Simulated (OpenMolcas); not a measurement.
Single-point calculation of C₂Cl₂O₂ (part 2 of 2)

Continued. System: C₂Cl₂O₂ (oxalyl chloride), SMILES O=C(Cl)C(=O)Cl. Method: RI-MP2/def2-TZVP, RHF (OpenMolcas 26.06). The geometry comes from this level: GFN2-xTB.

Geometry of the input (Å):
```
O  -0.6702  0.0596  -1.6130
C  -0.3620  -0.3807  -0.5575
Cl -0.6840  -2.0107  -0.0682
C  0.3635  0.3802  0.5568
O  0.6831  -0.0637  1.6075
Cl 0.6696  2.0154  0.0746
```

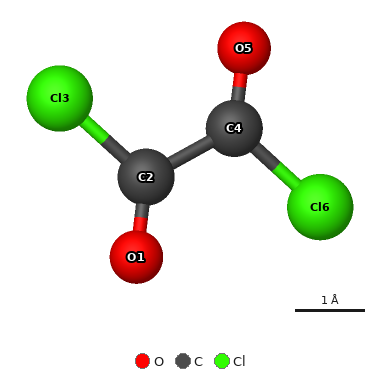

**Figure 1.** The structure as given in the input (ball-and-stick view, seen at a tilt; atoms are numbered from 1 in the order of the input).

## What the program printed, continued
```
   1  -143.593939388 -1227.489080957   754.217035555   0.00E+00    5.64E-01*   2.42E-01*    9.01E+00   3.50E+02   None         1.
   2  -144.030368369 -1237.299590345   763.591115963  -4.36E-01*   3.63E-01*   1.67E-01*    9.20E+00   3.53E+02   EDIIS        1.
   3  -144.444672493 -1233.900447283   759.777668776  -4.14E-01*   1.57E-01*   7.63E-02*    9.11E+00   3.51E+02   EDIIS        1.
   4  -144.510001302 -1234.417620506   760.229513190  -6.53E-02*   8.06E-02*   4.65E-02*    9.11E+00   3.52E+02   EDIIS        1.
   5  -144.549472696 -1234.175382853   759.947804144  -3.95E-02*   1.86E-02*   9.65E-03*    9.10E+00   3.52E+02   c2DIIS       1.
   6  -144.554592902 -1234.235380904   760.002681988  -5.12E-03*   7.87E-03*   2.28E-03*    9.10E+00   3.52E+02   QNRc2DIIS    1.
   7  -144.554725568 -1234.240619535   760.007787953  -1.33E-04*   9.53E-03*   1.36E-03*    9.10E+00   3.52E+02   QNRc2DIIS    1.
   8  -144.554777816 -1234.240000930   760.007117100  -5.22E-05*   6.16E-04    2.36E-04*    9.10E+00   3.52E+02   QNRc2DIIS    1.
   9  -144.554779808 -1234.242026012   760.009140190  -1.99E-06*   7.20E-04    1.99E-04*    9.10E+00   3.52E+02   QNRc2DIIS    1.
  10  -144.554780284 -1234.244218974   760.011332676  -4.76E-07*   1.44E-04    6.22E-05     9.10E+00   3.52E+02   QNRc2DIIS    1.
  11  -144.554780358 -1234.243313599   760.010427228  -7.36E-08*   5.98E-05    1.42E-05     9.10E+00   3.52E+02   QNRc2DIIS    1.
  12  -144.554780365 -1234.243192332   760.010305953  -7.50E-09*   3.71E-05    6.36E-06     9.10E+00   3.52E+02   QNRc2DIIS    1.
  13  -144.554780367 -1234.243191210   760.010304829  -1.35E-09*   2.65E-06    6.27E-07     9.10E+00   3.52E+02   QNRc2DIIS    1.
  14  -144.554780367 -1234.243192837   760.010306457  -1.46E-11    2.31E-06    4.27E-07     9.10E+00   3.52E+02   QNRc2DIIS    1.

       Convergence after  14 Iterations
--

 *****************************************************************************************************************************
 *                                             SCF/KS-DFT Program, Final results                                             *
 *                                                       Final Results                                                       *
 *****************************************************************************************************************************

::    Total SCF energy                              -1144.5547803667
      One-electron energy                           -2234.2431928370
      Two-electron energy                             760.0103064567
      Nuclear repulsion energy                        329.6781060136
      Kinetic energy (interpolated)                  1144.3086934881
      Virial theorem                                    1.0002150529
      Total spin, S(S+1)                                0.0000000000
      Total spin, S                                     0.0000000000
      Max non-diagonal density matrix element           0.0000033236
      Max non-diagonal Fock matrix element              0.0000003890

      All orbitals with orbital energies smaller than  E(LUMO)+0.5 are printed

++    Molecular orbitals:
      -------------------

      Title: SCF orbitals

      Molecular orbitals for symmetry species 1: a

          Orbital            1         2         3         4         5         6         7         8         9        10
          Energy         -104.8806 -104.8806  -20.6346  -20.6345  -11.4468  -11.4462  -10.6091  -10.6091   -8.0760   -8.0760
          Occ. No.          2.0000    2.0000    2.0000    2.0000    2.0000    2.0000    2.0000    2.0000    2.0000    2.0000

          Orbital           11        12        13        14        15        16        17        18        19        20
          Energy           -8.0743   -8.0743   -8.0742   -8.0742   -1.4968   -1.4792   -1.1815   -1.1760   -0.9587   -0.7824
          Occ. No.          2.0000    2.0000    2.0000    2.0000    2.0000    2.0000    2.0000    2.0000    2.0000    2.0000

          Orbital           21        22        23        24        25        26        27        28        29        30
          Energy           -0.7475   -0.7248   -0.6771   -0.6680   -0.6000   -0.5619   -0.5135   -0.5025   -0.4908   -0.4897
          Occ. No.          2.0000    2.0000    2.0000    2.0000    2.0000    2.0000    2.0000    2.0000    2.0000    2.0000

          Orbital           31        32        33        34        35        36        37        38        39        40
          Energy           -0.4704    0.0174    0.1467    0.1705    0.1833    0.2178    0.2404    0.2707    0.3028    0.3335
          Occ. No.          2.0000    0.0000    0.0000    0.0000    0.0000    0.0000    0.0000    0.0000    0.0000    0.0000

          Orbital           41        42        43        44        45        46        47        48        49        50
          Energy            0.3662    0.3721    0.3783    0.4114    0.4642    0.4698    0.4723    0.4830    0.4888    0.4920
          Occ. No.          0.0000    0.0000    0.0000    0.0000    0.0000    0.0000    0.0000    0.0000    0.0000    0.0000

--

++    Molecular charges:
      ------------------

      Mulliken charges per centre and basis function type
      ---------------------------------------------------

                O1      C2      CL3     C4      O5      CL6
      1s       3.8334  3.0918  5.9046  3.0918  3.8334  5.9047
      2px      1.3713  0.7386  3.8798  0.7387  1.3697  3.8825
      2pz      1.3614  0.7739  3.8966  0.7735  1.3616  3.8979
      2py      1.6814  0.7814  3.2884  0.7817  1.6829  3.2845
      3d2+     0.0022  0.0399  0.0220  0.0405  0.0023  0.0223
      3d1+     0.0114  0.0505  0.0018  0.0497  0.0113  0.0017
      3d0      0.0140  0.0585  0.0082  0.0587  0.0140  0.0083
      3d1-     0.0100  0.0891  0.0114  0.0885  0.0100  0.0113
      3d2-     0.0030  0.0366  0.0099  0.0371  0.0031  0.0097
      4f3+     0.0000  0.0015  0.0010  0.0015  0.0000  0.0010
      4f2+     0.0003  0.0035  0.0010  0.0035  0.0003  0.0010
      4f1+     0.0004  0.0033  0.0001  0.0033  0.0004  0.0001
      4f0      0.0007  0.0049  0.0006  0.0049  0.0007  0.0006
      4f1-     0.0006  0.0037  0.0010  0.0037  0.0006  0.0010
      4f2-     0.0003  0.0026  0.0004  0.0026  0.0003  0.0004
      4f3-     0.0001  0.0013  0.0015  0.0013  0.0001  0.0015
      Total    8.2905  5.6811 17.0284  5.6810  8.2906 17.0284

      N-E     -0.2905  0.3189 -0.0284  0.3190 -0.2906 -0.0284

      Total electronic charge=   62.000000

      Total            charge=   -0.000000
--

++    Molecular properties:
      ---------------------

      Charge (e):
                      =   -0.0000
      Dipole Moment (debye):
      Origin of the operator (angstrom)=   -0.0022    0.0007    0.0010
                   X= -1.3050E-02               Y=  3.9686E-03               Z=  4.9665E-03           Total=  1.4516E-02
      Quadrupole Moment (debye*angstrom):
      Origin of the operator (angstrom)=   -0.0022    0.0007    0.0010
                  XX= -4.5931E+01              XY=  1.9038E-01              XZ= -3.4195E+00              YY= -4.4668E+01
                  YZ=  5.5343E-01              ZZ= -5.2828E+01
      In traceless form (debye*angstrom)
                  XX=  2.8170E+00              XY=  2.8557E-01              XZ= -5.1292E+00              YY=  4.7122E+00
                  YZ=  8.3015E-01              ZZ= -7.5292E+00
--

--- Stop Module: scf /rc=_RC_ALL_IS_WELL_ ---
--- Module scf spent 16 seconds ---

--- Start Module: mbpt2 ---

                                               &MBPT2

                       available to each process: 1.9 GB of memory, 1 thread

WARNING!
Default frozen orbitals as non valence orbitals is overwritten by user input.
Default values:  14

      Cartesian coordinates in angstrom:
      -----------------------------------------------------
      No.  Label        X            Y            Z
      -----------------------------------------------------
       1   O1        -0.67018000   0.05958000  -1.61304000
       2   C2        -0.36203000  -0.38069000  -0.55754000
       3   CL3       -0.68402000  -2.01068000  -0.06820000
       4   C4         0.36350000   0.38017000   0.55677000
       5   O5         0.68312000  -0.06373000   1.60745000
       6   CL6        0.66962000   2.01535000   0.07456000
      -----------------------------------------------------
      Nuclear repulsion energy =  329.67810601

      Contents of RUNFILE file:
      -------------------------

      Symmetry species                           1
                                                 a
      Number of basis functions                198
      Frozen occupied orbitals                  13
      Active occupied orbitals                  18
      Active external orbitals                 167
      Deleted external orbitals                  0

      Reference numbers of frozen occupied orbitals according to the original input sequence
      symmetry species 1                        1  2  3  4  5  6  7  8  9 10 11 12 13

      Energies of the active occupied orbitals

      symmetry species 1                    -8.074162     -1.496842     -1.479249     -1.181469     -1.176043
                                            -0.958661     -0.782415     -0.747455     -0.724804     -0.677127
                                            -0.667980     -0.599952     -0.561890     -0.513540     -0.502490
                                            -0.490796     -0.489690     -0.470448

      Energies of the active external orbitals

      symmetry species 1                     0.017372      0.146671      0.170450      0.183305      0.217840
                                             0.240399      0.270660      0.302762      0.333494      0.366159
                                             0.372121      0.378331      0.411423      0.464247      0.469845
                                             0.472258      0.482953      0.488758      0.491999      0.537782
                                             0.540685      0.559375      0.568665      0.583621      0.637466
                                             0.652528      0.666074      0.680483      0.685948      0.695723
                                             0.767695      0.785193      0.814256      0.857680      0.896509
                                             0.927321      0.949357      0.961295      0.988088      0.991799
                                             1.033571      1.115726      1.177790      1.213177      1.236470
                                             1.253691      1.288408      1.336601      1.390333      1.516115
                                             1.532443      1.605070      1.679640      1.694674      1.713466
                                             1.800519      1.814832      1.915254      1.979601      2.053263
                                             2.054521      2.071651      2.088588      2.088679      2.090750
                                             2.096824      2.097965      2.120162      2.131341      2.138894
                                             2.164179      2.186635      2.196925      2.244172      2.308462
                                             2.358577      2.360345      2.361773      2.371222      2.377128
                                             2.417628      2.468344      2.488611      2.505957      2.509586
                                             2.512107      2.533644      2.546874      2.553919      2.563855
                                             2.585974      2.602896      2.657967      2.669330      2.763031
                                             2.852547      2.893703      2.938128      3.079889      3.144855
                                             3.151211      3.217144      3.244885      3.264325      3.315537
                                             3.335578      3.346922      3.356508      3.394748      3.447021
                                             3.497544      3.583312      3.622314      3.622675      3.633785
                                             3.650367      3.739971      3.760735      3.898250      3.922471
                                             4.010614      4.022490      4.138928      4.226660      4.285677
                                             4.382938      4.388879      4.560934      4.802052      4.838273
                                             4.959939      5.548284      5.556932      5.560671      5.564389
                                             5.918911      5.993297      6.025943      6.034345      6.529913
                                             6.572292      6.666642      6.803469      6.809316      6.827893
                                             6.844053      6.905491      7.005161      7.110726      7.207378
                                             7.251710      7.409288      7.436136      7.535209      7.565888
                                            11.450030     11.471000     11.503318     11.535379     11.961376
                                            12.063953     23.644742     23.752406     26.100832     26.402641
                                            45.264772     45.409999

      ********************************************************************************************************
      *                                               Results                                                *
      ********************************************************************************************************

       SCF energy                           =    -1144.5547803667 a.u.
       Second-order correlation energy      =       -1.1460465945 a.u.
       ( Opposite-Spin contribution         =       -0.8429513865 )

       Total energy                         =    -1145.7008269612 a.u.

       Reference weight ( Cref**2 )         =        0.73639

::    Total MBPT2 energy                            -1145.7008269612

       Zeroth-order energy (E0)             =     -384.5444739100 a.u.

       Shanks-type energy S1(E)             =    -1145.7025577355 a.u.

--- Stop Module: mbpt2 /rc=_RC_ALL_IS_WELL_ ---
--- Module mbpt2 spent 1 second ---

.##################.
.# Happy landing! #.
.##################.

    Timing: Wall=24.21 User=23.25 System=0.87
```

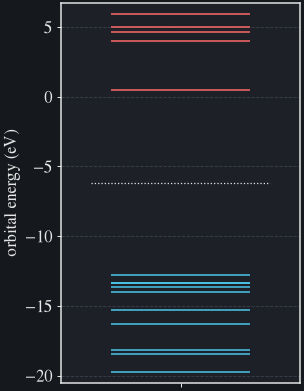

**Figure 2.** Orbital energies near the frontier (SCF reference); the dotted line parts filled from empty levels, and levels within 0.02 eV of each other stand side by side. Highest filled −12.80 eV, lowest empty 0.47 eV, 13.27 eV apart.

## Summary

| quantity | value |
| --- | --- |
| outcome | converged |
| total energy | −1145.700827 hartree |
| SCF energy | −1144.554780 hartree |
| MP2 energy | −1145.700827 hartree |
| correlation energy | −1.146047 hartree |
| basis functions | 198 |
| HOMO of the SCF reference | −12.80 eV |
| LUMO of the SCF reference | 0.47 eV |
| hardware | 1 thread of Intel Xeon (Sapphire Rapids), 16 GiB of memory available, shared host |
| wall time | 25 s |
| peak memory | 0.23 GiB |
